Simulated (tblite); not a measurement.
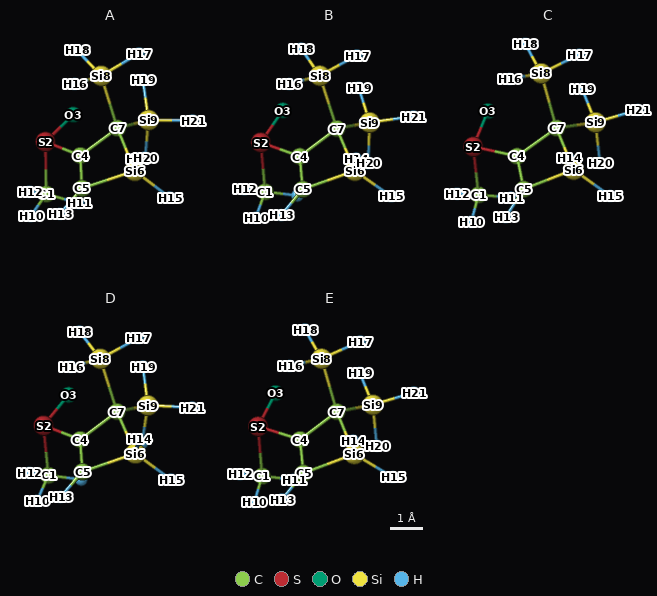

5 geometries from one relaxation of C4H12OSSi3, in shuffled order. The picture is a ball-and-stick view, seen from a free direction.

The calculation used GFN2-xTB geometry optimisation, gas phase in tblite. 

> Put them in the order of the run, from the start to the converged end.

C, E, B, D, A. They are steps 0, 19, 54, 68, 127, at +0.517 eV, +0.074 eV, +0.038 eV, +0.020 eV relative to the last. The energy falls by 0.517 eV in 127 geometry steps. The atom that moves furthest after the best rigid fit is O3 (0.76 Å). By element the largest moves are O 0.76 Å, H 0.61 Å, S 0.37 Å, Si 0.31 Å, C 0.21 Å. Near-neighbour distances that change, for instance: O3–Si9 3.542 → 2.517 Å, C4–C7 1.572 → 1.482 Å, C7–Si8 1.969 → 1.898 Å, C7–Si9 1.979 → 1.915 Å. Among the angles between lasting bonds that change: S2–C4–C7 129.5° → 117.5°, Si6–C5–H13 130.7° → 140.2°, C5–C4–C7 101.0° → 109.3°.
